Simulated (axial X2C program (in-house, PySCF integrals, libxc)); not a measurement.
# Relativistic diatomic calculation for CoO

- system: CoO. The reference is closed-shell CoO⁺; the roots are the vertical energy changes on adding an electron to it, which gives states of CoO. The distance is the PBE0 minimum at charge 0.
- method: EOM-EA-CCSD, two-component X2C with atomic mean-field Coulomb and Gaunt terms, Co dyall-acv3z, O dyall-av3z (cores contracted) (axial X2C program (in-house, PySCF integrals, libxc))

## Summary

```tsv
quantity	value
outcome	converged
HF energy of the reference CoO⁺	−1465.94522 hartree
MP2 energy of the reference CoO⁺	−1466.55370 hartree
CCSD energy of the reference CoO⁺ (with the MP2 share of the virtual spinors left out of the coupled-cluster step)	−1466.58125 hartree
CCSD(T) energy of the reference CoO⁺	−1466.62062 hartree
T1 diagnostic (spinor form; for a closed shell √2 times the usual value)	0.200
hardware	1 thread of Arm Neoverse N1, 98 GiB of memory available, shared host
wall time	68 s
peak memory	0.87 GiB
```

## The input
```
{"zs": [27, 8], "q": 0, "bas": ["dyall-acv3z", "dyall-av3z"], "r0": 1.6, "eom": "ea", "thr": -2.0, "nmax": 92, "grid": [1, 0.96, 1.045, 0.92, 1.09, 1.15]}
```

The line is the task of a batch: nuclear charges, charge, bases, a first guess of the distance and further settings. This report covers the levels named above. The log is that of the reference distance 1.604 Å.

Launched within a batch (the task file carries these settings):
```bash
python <driver script> task.json out
```

## Log
```
two-component X2C + atomic mean field  HF
basis functions 178  fitting functions 933  grid points 5076
iter        total energy     max residual
   1      -1465.845897690     1.25e-01
   2      -1465.878775384     4.57e-02
   3      -1465.837331650     6.67e-02
   4      -1465.901872827     8.64e-03
   5      -1465.904802057     5.91e-03
   6      -1465.905642830     5.83e-03
   7      -1465.907130657     4.95e-03
   8      -1465.908881590     3.55e-03
   9      -1465.910210258     1.18e-03
  10      -1465.910334274     6.85e-04
  11      -1465.910373273     4.32e-04
  12      -1465.910387112     4.15e-04
  13      -1465.910367370     4.16e-04
  14      -1465.910346877     2.87e-04
  15      -1465.910349574     2.36e-04
  16      -1465.910352577     2.07e-04
  17      -1465.910356863     1.32e-04
  18      -1465.910360028     6.05e-05
  19      -1465.910360542     2.10e-05
  20      -1465.910360584     1.03e-05
  21      -1465.910360588     3.18e-06
  22      -1465.910360588     2.75e-06
  23      -1465.845897690     2.28e-01
  24      -1465.878170383     4.94e-02
  25      -1465.885894658     1.86e-01
  26      -1465.903495029     1.24e-02
  27      -1465.904935084     1.00e-02
  28      -1465.907156023     1.93e-02
  29      -1465.908767434     1.49e-02
  30      -1465.909838534     4.54e-03
  31      -1465.910281712     2.00e-03
  32      -1465.910376795     1.77e-03
  33      -1465.910414185     1.28e-03
  34      -1465.910504673     1.91e-03
  35      -1465.914746608     3.25e-02
  36      -1465.917757004     4.95e-02
  37      -1465.922233654     5.40e-02
  38      -1465.936148460     3.27e-02
  39      -1465.940351569     1.82e-02
  40      -1465.943349128     8.47e-03
  41      -1465.944384803     7.23e-03
  42      -1465.944809162     3.26e-03
  43      -1465.945021300     1.41e-03
  44      -1465.945100842     9.40e-04
  45      -1465.945150667     8.97e-04
  46      -1465.945175891     7.69e-04
  47      -1465.945191324     5.63e-04
  48      -1465.945203317     6.03e-04
  49      -1465.945214774     5.09e-04
  50      -1465.945221910     2.71e-04
  51      -1465.945224191     1.10e-04
  52      -1465.945224529     3.10e-05
  53      -1465.945224568     1.79e-05
  54      -1465.945224575     6.52e-06
  55      -1465.945224576     1.92e-06
converged
one-electron -2163.08314184  Coulomb 692.77508785  exact exchange -66.49795931  xc functional 0.00000000  nuclear repulsion 71.26077155  atomic mean-field constant -0.39998282
correlated 14  virtual 282  natural virtual 92  E(MP2) -0.608475831  MP2 remainder -0.099685681
iter   CCSD correlation   residual
   1     -0.449575321   2.97e-01
   2     -0.484732275   2.10e-01
   3     -0.509273128   1.06e-01
   4     -0.517020968   7.32e-02
   5     -0.528654991   5.47e-02
   6     -0.532370928   3.20e-02
   7     -0.534052009   2.34e-02
   8     -0.535274622   1.77e-02
   9     -0.535955214   1.45e-02
  10     -0.536450165   1.17e-02
  11     -0.536596368   9.24e-03
  12     -0.536602538   7.46e-03
  13     -0.536822788   5.88e-03
  14     -0.536718230   4.48e-03
  15     -0.536611019   3.38e-03
  16     -0.536502621   2.33e-03
  17     -0.536405990   1.66e-03
  18     -0.536365949   1.31e-03
  19     -0.536360329   1.03e-03
  20     -0.536362015   8.16e-04
  21     -0.536390397   6.63e-04
  22     -0.536390207   5.35e-04
  23     -0.536395003   4.56e-04
  24     -0.536387526   4.07e-04
  25     -0.536373875   3.51e-04
  26     -0.536359277   2.94e-04
  27     -0.536348301   2.39e-04
  28     -0.536339405   1.96e-04
  29     -0.536338119   1.58e-04
  30     -0.536333786   1.23e-04
  31     -0.536335500   9.61e-05
  32     -0.536333223   7.16e-05
  33     -0.536332635   5.17e-05
  34     -0.536331647   3.96e-05
  35     -0.536331375   3.22e-05
  36     -0.536331214   2.76e-05
  37     -0.536331827   2.33e-05
  38     -0.536332120   1.95e-05
  39     -0.536333388   1.65e-05
  40     -0.536333621   1.22e-05
  41     -0.536334207   9.81e-06
  42     -0.536334423   7.65e-06
  43     -0.536334660   6.15e-06
  44     -0.536334770   5.02e-06
  45     -0.536334906   4.08e-06
  46     -0.536334958   3.34e-06
  47     -0.536335052   2.62e-06
  48     -0.536335028   2.15e-06
  49     -0.536335071   1.75e-06
  50     -0.536335050   1.54e-06
  51     -0.536335053   1.29e-06
(T) -0.03937619493934127  T1 0.2002  D1 0.4742  max T2 0.098
EOM-EA-CCSD roots
2*Omega      energy/Eh   energy/eV  one-particle weight
    1      -0.30220988     -8.2235      0.928
    1      -0.25493963     -6.9373      0.901
    1      -0.19036380     -5.1801      0.008
    1      -0.17962622     -4.8879      0.012
    1      -0.14236602     -3.8740      0.038
    3      -0.29574782     -8.0477      0.821
    3      -0.18278802     -4.9739      0.008
    3      -0.14703403     -4.0010      0.059
    3      -0.13840410     -3.7662      0.623
    5      -0.15084328     -4.1047      0.000
    5      -0.14226473     -3.8712      0.000
    7      -0.17218122     -4.6853      0.000
```

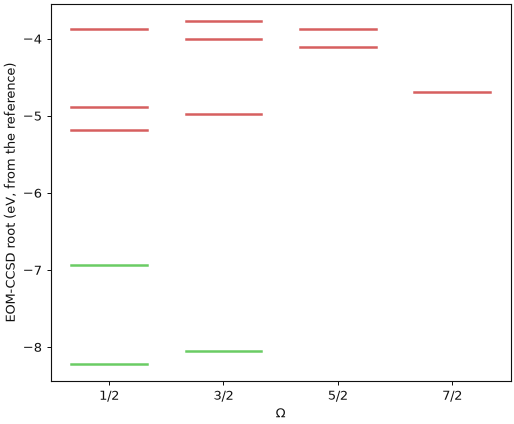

Fig. 1: EOM-CCSD roots by Ω at 1.60 Å; roots whose one-particle weight is under 0.8 have the second colour. The lowest has Ω = 1/2 and lies at −8.224 eV, with one-particle weight 0.93. 9 of the 12 roots are less well described at this level.
